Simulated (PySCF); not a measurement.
In(H)2(NHiPr), SMILES CC(C)[NH][InH2] at its GFN2-xTB optimised geometry (Å):

```
15

In    -1.8142     0.0841     0.0000
H     -2.5681    -1.4536    -0.0845
H     -2.9001     1.4536     0.0000
N      0.2622     0.0841     0.0000
C      0.9396     0.4531     1.2373
C      0.2546    -0.2523     2.4009
C      2.4081     0.0242     1.1491
H      0.6749     0.6154    -0.7648
H      0.9176     1.5431     1.4194
H      0.8079    -0.1131     3.3268
H     -0.7603     0.1482     2.5326
H      0.1770    -1.3164     2.1758
H      2.9315     0.2727     2.0692
H      2.4643    -1.0483     0.9819
H      2.9001     0.5303     0.3213
```

Computed with CAM-B3LYP/def2-TZVP, def2 effective core potentials past Kr run with PySCF 2.14.0. The core electrons that the potentials of In replace are not part of the density. Cells within 0.4 Å of a nucleus heavier than hydrogen are left out (blank, or x).

Map of the Laplacian of the electron density (e/bohr⁵), clipped to [-1.50, 1.50] on the plane z = 1.0 Å:

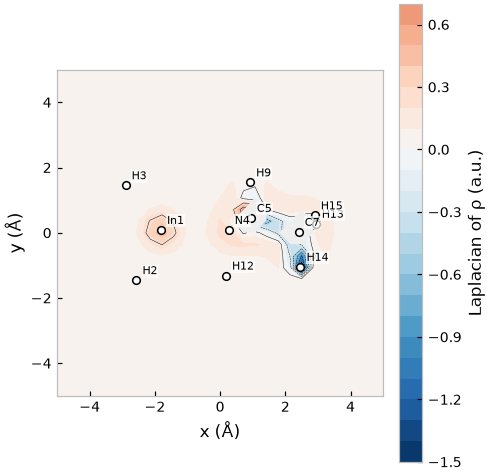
Figure: Laplacian of the electron density (e/bohr⁵), clipped to [-1.50, 1.50] on the plane z = 1.0 Å.
